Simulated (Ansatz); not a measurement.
```json
{"atom": "C", "x (Å)": "0.0000", "y (Å)": "0.0000", "z (Å)": "-1.4090"}
{"atom": "B", "x (Å)": "0.0000", "y (Å)": "0.0000", "z (Å)": "0.0618"}
{"atom": "F", "x (Å)": "0.0000", "y (Å)": "0.0000", "z (Å)": "1.3473"}
```

Geometry: B3LYP/6-31G*.

The calculation used isolated molecule in a Gaussian basis; Kohn-Sham density functional theory, functional PBE0 (Ansatz).

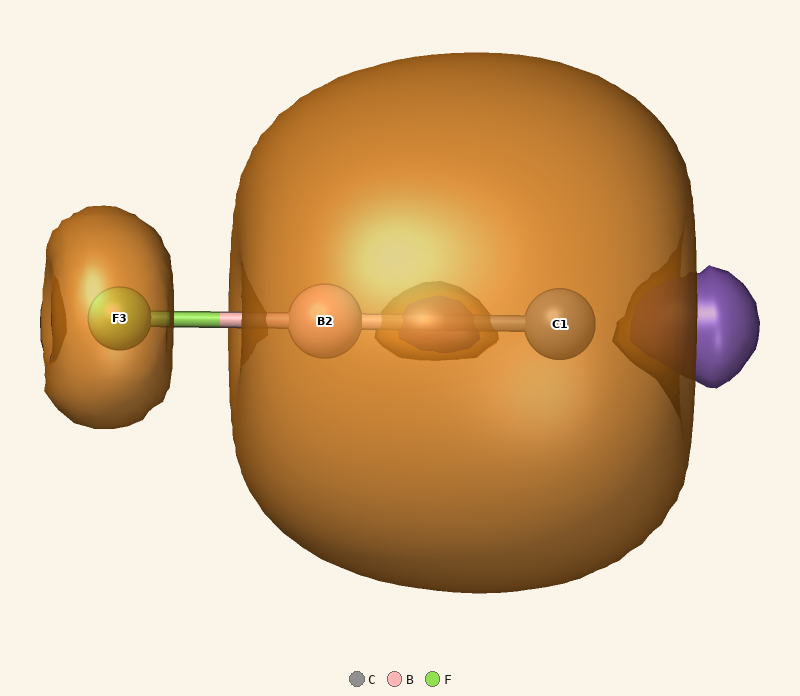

CBF (SMILES [C+]#[B-]F) (triplet). Isosurfaces of the spin density at +0.015 (orange) and −0.015 e/Å³ (purple), seen from one side.

Question: Which atoms carry the spin?

Answer: The unpaired spin (2 electrons) lies mostly on C1 (about 1.2), B2 (about 0.7) and F3 (about 0.1), in electrons by Hirshfeld's partition.
